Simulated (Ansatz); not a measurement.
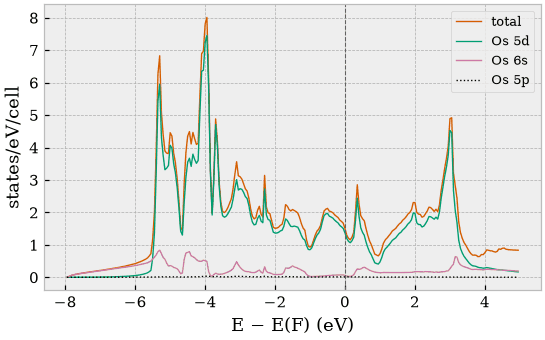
*Total and projected density of states of Os (diamond, Fd-3m), the program Ansatz at the r²SCAN level (PAW)*

**Question.** Which orbitals carry the states next to the Fermi level?

**Answer.** Within 0.5 eV of the Fermi level: Os 5d 89 %, Os 6s 6 %. Projections are on Löwdin-orthogonalised atomic valence shells; empty p or d shells of many metals are not among them.

**Question.** Where is the tallest occupied peak in this window, and what makes it?

**Answer.** Near -3.9 eV, about 8.0 states/eV per cell; the largest projected share is Os 5d.

The start of the workflow was typed in or built on a structure type; neither database checked (COD, Materials Project) lists it. It is not the phase usual at ambient conditions (space group No. 194). The cell was relaxed with r²SCAN under the symmetry of its start; its stability against distortions is not shown here. The run is not spin-polarised. Scalar-relativistic: spin–orbit coupling is off unless named, which matters more the heavier the elements.

Potentials: the later of the program's two PAW sets.
